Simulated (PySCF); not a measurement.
Consider H$_{4}$N$_{2}$Tl (charge +1).

```xyz
7

Tl    0.0000    0.0000   -0.0580
N     2.0041   -0.1309    0.1511
H     2.4535   -0.4638   -0.7063
H     2.4137    0.7707    0.4105
N    -2.0041    0.1309    0.1511
H    -2.4535    0.4638   -0.7063
H    -2.4137   -0.7707    0.4105
```

Core potentials replace the inner electrons of Tl.

Theory: RKS PBE0, Tl def2-SVP with ECP60, N def2-SVP, H def2-SVP; non-relativistic Hamiltonian with scalar-relativistic core potentials where named; density fitting (PySCF).

What can the converged electron density and electron localisation function tell about the bonding?

Answer. Tl–N (2.02 Å): ρ is about 0.94 e/Å³ halfway; the ELF peaks at about 0.80 in the valence shell of N, 0.7 Å from its nucleus, and drops to about 0.25 between the two atoms.
N–H (1.02 Å): the density is about 2.8 e/Å³ at the midpoint; the ELF climbs to about 1 towards the hydrogen, as it does in any bond to H: a covalent bond by its length.

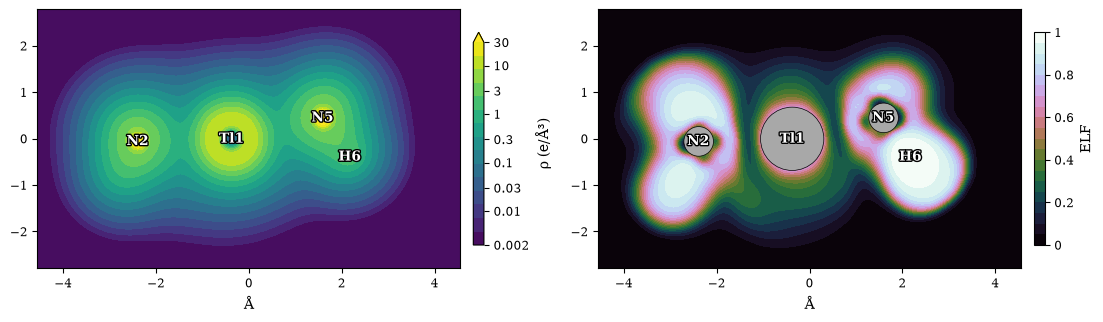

Computed electron density and electron localisation function on the plane of atoms Tl1, N5 and H6, in this order. Grey discs cover the atomic cores in the ELF map. 
